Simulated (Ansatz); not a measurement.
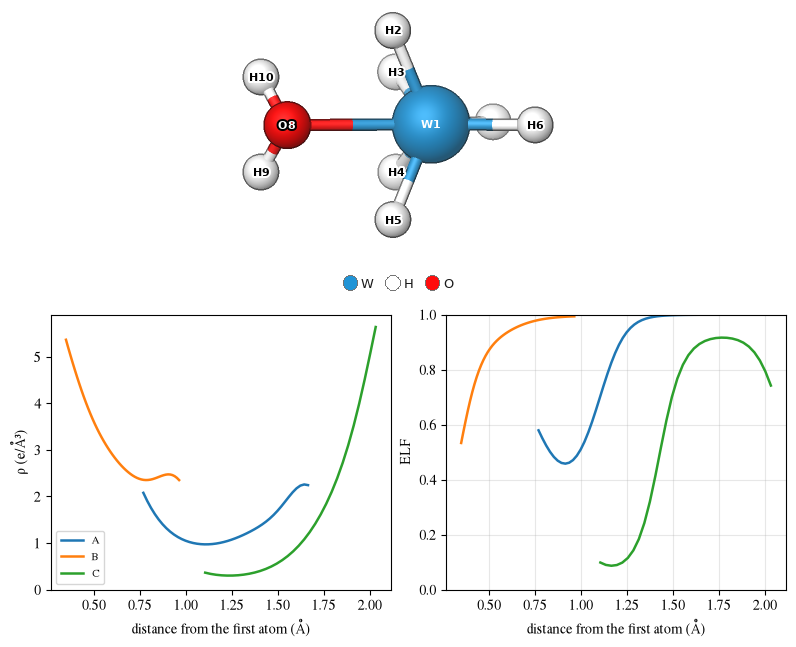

Figure. H8OW. Electron density and ELF along straight lines between neighbouring atoms. The curves leave out the atomic cores. The structure is drawn too.

Core potentials replace the inner electrons of W.

Level of theory: RKS PBE0-D4/def2-SVP in Ansatz.

Input

```
crystal:
  periodic: [false, false, false]
  atoms:
    - { symbol: W, position_ang: [-0.213984, -0.3255, 0.16891] }
    - { symbol: H, position_ang: [0.621211, -0.485794, 1.660117] }
    - { symbol: H, position_ang: [1.437016, -0.311051, -0.004202] }
    - { symbol: H, position_ang: [0.454038, 0.627895, -1.010882] }
    - { symbol: H, position_ang: [-1.063659, 1.10505, -0.156978] }
    - { symbol: H, position_ang: [-1.045087, -1.725425, -0.336808] }
    - { symbol: H, position_ang: [0.453855, -1.087594, -1.142783] }
    - { symbol: O, position_ang: [0.932194, 2.05525, 1.836347] }
    - { symbol: H, position_ang: [1.508211, 2.335645, 1.114544] }
    - { symbol: H, position_ang: [1.322704, 1.187725, 2.090134] }
basis:
  gaussian: { orbitals: def2-SVP }
hamiltonian:
  xc: pbe0
  dispersion: d4
relax:
  f_tol: 0.03
  max_steps: 50
output:
  orbitals: {}
```

Launched as:

```sh
ansatz run input.yaml --threads 1 --pin off --max-ram 2048MiB --backend cpu --events-out ev --progress --plain --runs-dir out
```

The fields are those of the run's last geometry, not of the input's.

Q: Which curve belongs to which contact (O–H, W–H and W–O)? The first atom named is at distance zero.

A: Curve A: W–H (1.67 Å): the density is about 1.6 e/Å³ at the midpoint; the ELF climbs to about 1 towards the hydrogen. Curve B: O–H (0.96 Å): the density is about 3.8 e/Å³ at the midpoint; the ELF climbs to about 1 towards the hydrogen; a covalent bond by its length. Curve C: W–O (2.39 Å): the density is about 0.31 e/Å³ at the midpoint; the ELF peaks at about 0.90 in the valence shell of O, 0.6 Å from its nucleus, and drops to about 0.10 between the two atoms.
